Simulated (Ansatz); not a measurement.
CH10B2N2Si: geometry relaxation (part 2 of 2)

CH10B2N2Si, SMILES CN([SiH3])BBN; RKS PBE/def2-SVP (Ansatz 0.2.0). It belongs to a series of runs on one base structure; here: end point A relaxed.

Geometry of the input (Å):
```
C  0.4769  -1.9827  0.8246
N  0.3190  -0.8905  -0.2065
Si 1.9366  -0.3345  -0.6938
B  -0.3498  0.3297  0.3626
B  -1.6821  0.9793  -0.4982
N  -2.4011  2.2314  0.0571
H  0.9880  -2.8170  0.3984
H  1.0106  -1.5685  1.7134
H  -0.5812  -2.2686  1.1534
H  2.7257  -1.4662  -1.2166
H  1.8524  0.7200  -1.6777
H  2.7014  0.1956  0.5128
H  -0.0988  0.8701  1.3433
H  -2.0641  0.4964  -1.4732
H  -3.1509  2.4472  -0.6229
H  -1.7058  3.0356  0.0675
```

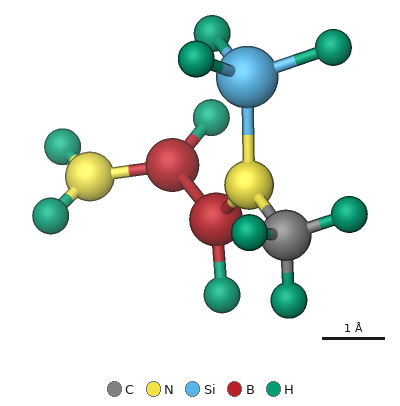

*The geometry at step 16 of the log (ball-and-stick view, seen at a tilt).*

**Trajectory as extended XYZ, continued**
```
16
Properties=species:S:1:pos:R:3:forces:R:3 step=8 energy=-13393.12848
C     0.6585   -1.8983    1.0663   -0.1090   0.0583   0.0205
N     0.4038   -0.7894    0.1254    0.2819   0.0880   0.1785
Si    1.8274   -0.3153   -0.8422   -0.0624   0.0049   0.0999
B    -0.6209    0.1556    0.4277   -0.3335   0.0884  -0.0386
B    -1.5089    1.1322   -0.6857   -0.1409   0.5356   0.3793
N    -2.1000    2.3644   -0.3020    0.3163  -0.7323  -0.3665
H     1.2368   -2.7035    0.5679    0.0633  -0.0179   0.0320
H     1.2112   -1.5760    1.9775    0.0238  -0.0304  -0.0255
H    -0.3092   -2.3400    1.3838    0.1241   0.0500   0.0410
H     2.4727   -1.5187   -1.4784   -0.0694  -0.0258  -0.0291
H     1.4814    0.7162   -1.8716   -0.1161  -0.0071  -0.0063
H     2.8445    0.2673    0.1190   -0.0155  -0.0343  -0.1362
H    -1.0454    0.1202    1.5989   -0.0821  -0.2220  -0.2628
H    -1.8794    0.6905   -1.7667    0.0809   0.0205  -0.0727
H    -2.7829    2.8667   -0.8684    0.0138   0.0716  -0.0689
H    -1.9127    2.8055    0.5926    0.0246   0.1524   0.2554
16
Properties=species:S:1:pos:R:3:forces:R:3 step=9 energy=-13393.26370
C     0.6932   -1.8889    1.1140   -0.1084   0.0619  -0.0026
N     0.3964   -0.7910    0.1744    0.2059   0.0961   0.1781
Si    1.7685   -0.3020   -0.8643   -0.1417  -0.0005   0.1405
B    -0.6856    0.0969    0.4421   -0.1372   0.0938  -0.0927
B    -1.4469    1.1448   -0.6999   -0.2701   0.3241   0.3775
N    -2.0444    2.3672   -0.3063    0.2381  -0.5281  -0.2466
H     1.2881   -2.6818    0.6150    0.0446  -0.0245   0.0218
H     1.2528   -1.5446    2.0122    0.0288  -0.0253  -0.0224
H    -0.2583   -2.3487    1.4523    0.1140   0.0304   0.0423
H     2.3808   -1.5015   -1.5437   -0.0561   0.0123  -0.0055
H     1.3291    0.7247   -1.8668   -0.0330  -0.0370   0.0324
H     2.8274    0.2849    0.0498   -0.0358  -0.0352  -0.1702
H    -1.1925   -0.0132    1.5752   -0.0405  -0.1625  -0.3069
H    -1.7197    0.7712   -1.8370    0.1272   0.0583  -0.0343
H    -2.6555    2.9192   -0.9108    0.0722   0.0451   0.0088
H    -1.9566    2.7402    0.6380   -0.0082   0.0911   0.0797
16
Properties=species:S:1:pos:R:3:forces:R:3 step=10 energy=-13393.33904
C     0.7152   -1.8789    1.1447   -0.0474   0.0894   0.0054
N     0.4110   -0.7685    0.2245    0.0873   0.2185   0.0647
Si    1.7430   -0.2944   -0.8737   -0.0545   0.0306   0.1581
B    -0.7151    0.0779    0.4554   -0.4217  -0.3413  -0.0087
B    -1.4732    1.1347   -0.6764    0.4348   0.1353  -0.1185
N    -2.0258    2.3702   -0.3075   -0.0728  -0.1184   0.0285
H     1.3073   -2.6680    0.6352    0.0236   0.0001  -0.0062
H     1.2885   -1.5429    2.0359    0.0468  -0.0154   0.0123
H    -0.2287   -2.3411    1.4957    0.0526   0.0300   0.0361
H     2.3284   -1.5002   -1.5663   -0.0887  -0.0028  -0.0018
H     1.2680    0.7239   -1.8683   -0.0403  -0.0456   0.0409
H     2.8532    0.2975   -0.0278   -0.0590  -0.0265  -0.1195
H    -1.3238   -0.1484    1.5254    0.1522  -0.0231  -0.3104
H    -1.6212    0.8253   -1.8633   -0.0441  -0.0191   0.1823
H    -2.5780    2.9582   -0.9345    0.0718   0.0263   0.0052
H    -1.9719    2.7320    0.6453   -0.0406   0.0619   0.0314
16
Properties=species:S:1:pos:R:3:forces:R:3 step=11 energy=-13393.41221
C     0.7464   -1.8618    1.1701   -0.0600   0.0899  -0.0171
N     0.3917   -0.7625    0.2566    0.0788   0.1949   0.0584
Si    1.6887   -0.2719   -0.8738    0.0830  -0.0760   0.1214
B    -0.7831    0.0192    0.4406   -0.2059  -0.3591   0.2551
B    -1.4254    1.1375   -0.6705    0.0119   0.1693  -0.3412
N    -1.9923    2.3656   -0.2978   -0.0210  -0.0082  -0.0183
H     1.3211   -2.6492    0.6383    0.0095  -0.0241  -0.0033
H     1.3653   -1.5150    2.0271    0.0219   0.0018  -0.0151
H    -0.1751   -2.3246    1.5750    0.0300   0.0340   0.0281
H     2.2296   -1.5023   -1.5558   -0.0200   0.0061  -0.0391
H     1.2284    0.7354   -1.8854   -0.1124  -0.0436   0.0799
H     2.8292    0.3186   -0.0720   -0.0582  -0.0190  -0.0688
H    -1.4616   -0.2727    1.4506    0.1898  -0.0032  -0.3041
H    -1.5251    0.8627   -1.8730    0.0007   0.0306   0.1845
H    -2.4703    2.9923   -0.9511    0.0935  -0.0382   0.0874
H    -1.9907    2.7059    0.6654   -0.0417   0.0447  -0.0078
16
Properties=species:S:1:pos:R:3:forces:R:3 step=12 energy=-13393.46142
C     0.7608   -1.8222    1.2079    0.0110   0.0170  -0.0637
N     0.3956   -0.7534    0.2644    0.0743  -0.0130   0.1030
Si    1.6846   -0.2863   -0.8766   -0.0122   0.0453  -0.0035
B    -0.8282   -0.0432    0.3829   -0.1157  -0.1064   0.1138
B    -1.4199    1.1426   -0.6962   -0.0339  -0.0473  -0.0783
N    -1.9676    2.3649   -0.2755   -0.0107   0.0172  -0.0381
H     1.3134   -2.6365    0.6901    0.0048  -0.0126   0.0253
H     1.4107   -1.4454    2.0292    0.0140  -0.0176  -0.0189
H    -0.1495   -2.2613    1.6618    0.0110   0.0609   0.0029
H     2.1838   -1.5079   -1.6092    0.0045   0.0251   0.0495
H     1.1773    0.7285   -1.8533   -0.0483   0.0041   0.0124
H     2.8353    0.3064   -0.0990    0.0164  -0.0554  -0.0464
H    -1.5296   -0.4180    1.3312   -0.0005   0.0253  -0.1055
H    -1.4936    0.9069   -1.9018    0.0154   0.1113   0.0372
H    -2.3750    3.0506   -0.9170    0.0263  -0.0629   0.0779
H    -2.0212    2.6516    0.7050    0.0438   0.0088  -0.0677
16
Properties=species:S:1:pos:R:3:forces:R:3 step=13 energy=-13393.48271
C     0.7776   -1.7946    1.2266    0.0425  -0.3442   0.4069
N     0.4021   -0.7418    0.2992   -0.1597   0.3078  -0.2772
Si    1.6748   -0.2664   -0.8573   -0.0251   0.0505  -0.0438
B    -0.8726   -0.1108    0.3365    0.0528   0.0352  -0.0528
B    -1.4254    1.1188   -0.7249   -0.0496   0.0866   0.0243
N    -1.9303    2.3472   -0.2661   -0.0499   0.0804   0.0867
H     1.2390   -2.6633    0.7007   -0.0475   0.0456   0.0396
H     1.5197   -1.4371    1.9807   -0.0477  -0.0548  -0.0602
H    -0.1216   -2.1546    1.7753    0.1582   0.0471  -0.0676
H     2.1654   -1.4945   -1.5801    0.0060  -0.0080   0.0043
H     1.1269    0.7287   -1.8345    0.0157   0.0024   0.0373
H     2.8505    0.3190   -0.1151   -0.0124   0.0015  -0.0094
H    -1.6271   -0.5428    1.2093   -0.0074  -0.0121  -0.0119
H    -1.5021    0.9858   -1.9402    0.0216  -0.1041  -0.0503
H    -2.3329    3.0570   -0.8838    0.0793  -0.0651   0.0198
H    -1.9672    2.6266    0.7178    0.0232  -0.0688  -0.0458
16
Properties=species:S:1:pos:R:3:forces:R:3 step=14 energy=-13393.49106
C     0.7824   -1.7872    1.2398    0.0249  -0.1320   0.1597
N     0.3873   -0.7424    0.2944   -0.0939   0.1169  -0.0203
Si    1.6540   -0.2478   -0.8593    0.0084  -0.0057   0.0000
B    -0.9003   -0.1368    0.3210    0.0188  -0.0409  -0.0286
B    -1.4463    1.0960   -0.7365    0.0353   0.0771   0.0265
N    -1.9101    2.3360   -0.2635   -0.0389   0.1655  -0.0725
H     1.2325   -2.6631    0.7183   -0.0296   0.0309   0.0148
H     1.5389   -1.4199    1.9735   -0.0469  -0.0186  -0.0695
H    -0.1027   -2.1395    1.8105    0.0698   0.0490  -0.0588
H     2.1493   -1.4702   -1.5897   -0.0041   0.0150  -0.0220
H     1.1045    0.7648   -1.8158    0.0031  -0.0114   0.0091
H     2.8320    0.3297   -0.1166   -0.0008   0.0139   0.0111
H    -1.6591   -0.5906    1.1790    0.0059   0.0029   0.0049
H    -1.5094    0.9569   -1.9540   -0.0211  -0.0247   0.0028
H    -2.2463    3.0846   -0.8802    0.0471  -0.1733   0.1165
H    -1.9299    2.6067    0.7235    0.0220  -0.0648  -0.0736
16
Properties=species:S:1:pos:R:3:forces:R:3 step=15 energy=-13393.49433
C     0.7803   -1.7890    1.2455    0.0135  -0.0175   0.0157
N     0.3851   -0.7405    0.2966   -0.0498  -0.0118   0.0650
Si    1.6522   -0.2380   -0.8533   -0.0113   0.0084   0.0000
B    -0.9071   -0.1448    0.3128    0.0870  -0.0292   0.0014
B    -1.4418    1.0903   -0.7460   -0.0341   0.0191   0.0211
N    -1.8856    2.3349   -0.2674   -0.0664   0.1545  -0.1213
H     1.2126   -2.6719    0.7226   -0.0180   0.0169   0.0029
H     1.5487   -1.4264    1.9667   -0.0213  -0.0020  -0.0423
H    -0.1014   -2.1264    1.8260    0.0115   0.0286  -0.0253
H     2.1478   -1.4491   -1.6029    0.0036   0.0138   0.0018
H     1.0975    0.7804   -1.7998   -0.0013   0.0000  -0.0007
H     2.8264    0.3431   -0.1068    0.0036  -0.0057   0.0073
H    -1.6690   -0.6007    1.1686    0.0101   0.0116  -0.0260
H    -1.5320    0.9363   -1.9617   -0.0206   0.0055   0.0384
H    -2.2528    3.0749   -0.8765    0.0885  -0.1452   0.1198
H    -1.8840    2.6040    0.7196    0.0051  -0.0471  -0.0580
16
Properties=species:S:1:pos:R:3:forces:R:3 step=16 energy=-13393.49740
C     0.7797   -1.7931    1.2477    0.0077   0.0160  -0.0243
N     0.3840   -0.7380    0.3049    0.0033  -0.0421   0.0521
Si    1.6492   -0.2169   -0.8396   -0.0208  -0.0003   0.0051
B    -0.9132   -0.1561    0.3096    0.0502  -0.0262  -0.0318
B    -1.4494    1.0740   -0.7538   -0.0820  -0.0168   0.0179
N    -1.8551    2.3318   -0.2783   -0.0497   0.1095  -0.0949
H     1.1766   -2.6886    0.7167   -0.0239   0.0349   0.0186
H     1.5748   -1.4439    1.9457   -0.0230  -0.0131  -0.0304
H    -0.0971   -2.1031    1.8496    0.0174   0.0050  -0.0099
H     2.1526   -1.4136   -1.6068    0.0060   0.0050   0.0093
H     1.0849    0.8047   -1.7769   -0.0015   0.0102   0.0020
H     2.8203    0.3640   -0.0875   -0.0040  -0.0064   0.0035
H    -1.6829   -0.6207    1.1534    0.0176   0.0105  -0.0169
H    -1.5935    0.9009   -1.9631    0.0340   0.0147   0.0592
H    -2.2208    3.0723   -0.8843    0.0375  -0.0880   0.0758
H    -1.8334    2.6036    0.7069    0.0312  -0.0127  -0.0351
16
Properties=species:S:1:pos:R:3:forces:R:3 step=17 energy=-13393.50013
C     0.7779   -1.8033    1.2470    0.0085   0.0422  -0.0693
N     0.3772   -0.7393    0.3154    0.0762  -0.0638   0.0128
Si    1.6388   -0.1813   -0.8171   -0.0311  -0.0103   0.0099
B    -0.9276   -0.1795    0.3080   -0.0314   0.0028  -0.0337
B    -1.4792    1.0404   -0.7587    0.0074   0.0704   0.0030
N    -1.8090    2.3290   -0.3008    0.0171  -0.0673   0.0356
H     1.1286   -2.7118    0.7027   -0.0308   0.0693   0.0549
H     1.6080   -1.4719    1.9128   -0.0417  -0.0357  -0.0255
H    -0.0890   -2.0822    1.8778    0.0400  -0.0200   0.0028
H     2.1629   -1.3514   -1.6123    0.0011   0.0099   0.0245
H     1.0586    0.8506   -1.7342    0.0022   0.0060   0.0028
H     2.7985    0.4032   -0.0492   -0.0090  -0.0126  -0.0042
H    -1.6992   -0.6534    1.1438    0.0117  -0.0106  -0.0063
H    -1.6748    0.8388   -1.9592   -0.0048   0.0231   0.1236
H    -2.1827    3.0614   -0.9059   -0.0025   0.0305  -0.0049
H    -1.7120    2.6279    0.6740   -0.0128  -0.0338  -0.1260
16
Properties=species:S:1:pos:R:3:forces:R:3 step=18 energy=-13393.50186
C     0.7784   -1.8059    1.2431    0.0064   0.0120  -0.0380
N     0.3770   -0.7410    0.3154    0.0533  -0.0192   0.0002
Si    1.6385   -0.1769   -0.8136   -0.0131  -0.0205   0.0324
B    -0.9276   -0.1805    0.3103   -0.0165   0.0059  -0.0384
B    -1.4811    1.0405   -0.7540   -0.0422   0.0449   0.0271
N    -1.8074    2.3331   -0.3068    0.0490  -0.0504   0.0679
H     1.1242   -2.7139    0.6967   -0.0196   0.0441   0.0393
H     1.6122   -1.4793    1.9061   -0.0344  -0.0244  -0.0210
H    -0.0853   -2.0857    1.8783    0.0364  -0.0105  -0.0052
H     2.1701   -1.3464   -1.6043   -0.0080   0.0118   0.0046
H     1.0601    0.8586   -1.7280    0.0009  -0.0039  -0.0004
H     2.7962    0.4037   -0.0404   -0.0063   0.0016  -0.0026
H    -1.6995   -0.6615    1.1413    0.0047  -0.0028  -0.0021
H    -1.7008    0.8274   -1.9462    0.0162   0.0129   0.0703
H    -2.1823    3.0608   -0.9161   -0.0160   0.0321  -0.0177
H    -1.6961    2.6443    0.6625   -0.0108  -0.0336  -0.1163
16
Properties=species:S:1:pos:R:3:forces:R:3 step=19 energy=-13393.50366
C     0.7741   -1.8085    1.2318    0.0305  -0.0308  -0.0223
N     0.3739   -0.7379    0.3118    0.0069  -0.0320   0.0486
Si    1.6411   -0.1658   -0.8040   -0.0090   0.0060   0.0232
B    -0.9355   -0.1869    0.3123    0.0042   0.0109  -0.0339
B    -1.5029    1.0342   -0.7396    0.0162   0.0147   0.0367
N    -1.7799    2.3434   -0.3145   -0.0233   0.0119  -0.0285
H     1.1291   -2.7091    0.6821    0.0047   0.0103  -0.0030
H     1.5999   -1.4868    1.9047    0.0034   0.0045   0.0015
H    -0.0881   -2.1058    1.8588   -0.0141   0.0123   0.0083
H     2.2004   -1.3384   -1.5684   -0.0011   0.0021  -0.0085
H     1.0553    0.8451   -1.7403   -0.0010   0.0052  -0.0081
H     2.7818    0.4461   -0.0280   -0.0212  -0.0037  -0.0043
H    -1.7027   -0.6869    1.1351   -0.0082  -0.0041   0.0071
H    -1.7685    0.7973   -1.9133   -0.0100   0.0029  -0.0270
H    -2.1693    3.0646   -0.9248    0.0098  -0.0177   0.0072
H    -1.6318    2.6726    0.6406    0.0121   0.0076   0.0032
16
Properties=species:S:1:pos:R:3:forces:R:3 step=20 energy=-13393.50485
C     0.7750   -1.8178    1.2274    0.0193  -0.0292   0.0007
N     0.3701   -0.7401    0.3189   -0.0182  -0.0063   0.0193
Si    1.6341   -0.1470   -0.7892   -0.0130   0.0085   0.0117
B    -0.9438   -0.1982    0.3157    0.0282   0.0057  -0.0175
B    -1.5162    1.0221   -0.7338   -0.0106   0.0474   0.0074
N    -1.7546    2.3471   -0.3303    0.0300  -0.0183   0.0612
H     1.1176   -2.7174    0.6687    0.0042   0.0044  -0.0045
H     1.6113   -1.5051    1.8918   -0.0002   0.0056   0.0001
H    -0.0814   -2.1125    1.8639   -0.0061   0.0080   0.0028
H     2.2088   -1.3071   -1.5619    0.0031   0.0039   0.0013
H     1.0396    0.8616   -1.7231   -0.0011   0.0033  -0.0027
H     2.7627    0.4759   -0.0046   -0.0132  -0.0078  -0.0083
H    -1.7127   -0.7093    1.1304   -0.0063  -0.0024   0.0022
H    -1.8260    0.7642   -1.8950    0.0007   0.0169   0.0216
H    -2.1472    3.0614   -0.9457    0.0000  -0.0037  -0.0034
H    -1.5606    2.6994    0.6109   -0.0168  -0.0359  -0.0919
16
Properties=species:S:1:pos:R:3:forces:R:3 step=21 energy=-13393.50545
C     0.7765   -1.8249    1.2247    0.0064  -0.0190   0.0184
N     0.3659   -0.7430    0.3242   -0.0025   0.0080  -0.0053
Si    1.6251   -0.1346   -0.7807    0.0024   0.0000   0.0068
B    -0.9492   -0.2048    0.3204    0.0006  -0.0037  -0.0092
B    -1.5235    1.0154   -0.7282   -0.0026   0.0096  -0.0447
N    -1.7348    2.3488   -0.3415    0.0194   0.0007   0.0561
H     1.1158   -2.7216    0.6596   -0.0003   0.0031  -0.0016
H     1.6172   -1.5147    1.8852   -0.0058   0.0027  -0.0046
H    -0.0763   -2.1209    1.8661    0.0039   0.0022  -0.0054
H     2.2135   -1.2862   -1.5561   -0.0044   0.0035  -0.0013
H     1.0248    0.8733   -1.7123   -0.0010  -0.0039   0.0016
H     2.7473    0.4931    0.0080   -0.0052   0.0027  -0.0027
H    -1.7202   -0.7229    1.1292   -0.0006   0.0031   0.0008
H    -1.8575    0.7483   -1.8825    0.0065   0.0119   0.0560
H    -2.1307    3.0577   -0.9605   -0.0031   0.0065  -0.0133
H    -1.5172    2.7143    0.5885   -0.0137  -0.0274  -0.0518
16
Properties=species:S:1:pos:R:3:forces:R:3 step=22 energy=-13393.50557
C     0.7763   -1.8305    1.2220    0.0004  -0.0011   0.0122
N     0.3631   -0.7452    0.3262    0.0116  -0.0158  -0.0063
Si    1.6212   -0.1256   -0.7732   -0.0089   0.0062  -0.0149
B    -0.9535   -0.2116    0.3198    0.0064   0.0225   0.0188
B    -1.5270    1.0107   -0.7259   -0.0486  -0.0041  -0.0332
N    -1.7142    2.3505   -0.3488    0.0033  -0.0087  -0.0042
H     1.1208   -2.7226    0.6528   -0.0019   0.0034   0.0006
H     1.6138   -1.5194    1.8859   -0.0020  -0.0001  -0.0015
H    -0.0767   -2.1330    1.8600    0.0009  -0.0012  -0.0027
H     2.2215   -1.2716   -1.5479    0.0055   0.0034   0.0084
H     1.0123    0.8726   -1.7097    0.0011  -0.0002   0.0026
H     2.7325    0.5188    0.0174   -0.0022  -0.0062  -0.0032
H    -1.7246   -0.7293    1.1289   -0.0020  -0.0051  -0.0121
H    -1.8958    0.7340   -1.8673    0.0298   0.0204   0.0447
H    -2.1137    3.0570   -0.9689   -0.0022  -0.0032   0.0003
H    -1.4792    2.7227    0.5729    0.0090  -0.0101  -0.0095
16
Properties=species:S:1:pos:R:3:forces:R:3 step=23 energy=-13393.50583
C     0.7762   -1.8308    1.2218   -0.0018  -0.0012  -0.0001
N     0.3618   -0.7460    0.3257    0.0039  -0.0063   0.0084
Si    1.6188   -0.1242   -0.7735   -0.0019   0.0090  -0.0057
B    -0.9549   -0.2119    0.3216   -0.0014  -0.0090  -0.0064
B    -1.5305    1.0099   -0.7231   -0.0134   0.0006  -0.0155
N    -1.7103    2.3512   -0.3487   -0.0066   0.0048  -0.0242
H     1.1243   -2.7213    0.6526    0.0010   0.0001  -0.0009
H     1.6114   -1.5177    1.8874    0.0018   0.0013   0.0016
H    -0.0769   -2.1365    1.8577   -0.0037   0.0003  -0.0004
H     2.2260   -1.2700   -1.5426    0.0012   0.0020   0.0038
H     1.0074    0.8697   -1.7128    0.0018  -0.0020   0.0002
H     2.7269    0.5259    0.0170   -0.0019  -0.0031  -0.0031
H    -1.7280   -0.7372    1.1239    0.0031   0.0051   0.0014
H    -1.9003    0.7333   -1.8627    0.0095   0.0087   0.0241
H    -2.1096    3.0576   -0.9693    0.0035  -0.0074   0.0067
H    -1.4657    2.7254    0.5691    0.0048  -0.0028   0.0102
16
Properties=species:S:1:pos:R:3:forces:R:3 step=24 energy=-13393.50584
C     0.7751   -1.8301    1.2223   -0.0012   0.0017   0.0006
N     0.3610   -0.7466    0.3245   -0.0038  -0.0047   0.0039
Si    1.6172   -0.1228   -0.7745    0.0009  -0.0001  -0.0022
B    -0.9561   -0.2134    0.3188    0.0086  -0.0006  -0.0020
B    -1.5317    1.0086   -0.7259   -0.0020  -0.0063  -0.0020
N    -1.7049    2.3498   -0.3490    0.0033  -0.0054   0.0148
H     1.1281   -2.7196    0.6544    0.0012   0.0007  -0.0002
H     1.6065   -1.5146    1.8916    0.0002   0.0001  -0.0005
H    -0.0801   -2.1381    1.8543    0.0000   0.0001  -0.0003
H     2.2311   -1.2690   -1.5376    0.0009   0.0005   0.0002
H     1.0038    0.8651   -1.7187    0.0006  -0.0015  -0.0001
H     2.7217    0.5340    0.0152   -0.0012   0.0007  -0.0007
H    -1.7284   -0.7356    1.1238    0.0000  -0.0002  -0.0028
H    -1.9048    0.7331   -1.8632   -0.0055   0.0041   0.0007
H    -2.1093    3.0597   -0.9615    0.0060   0.0020  -0.0076
H    -1.4522    2.7169    0.5698   -0.0080   0.0089  -0.0018
```
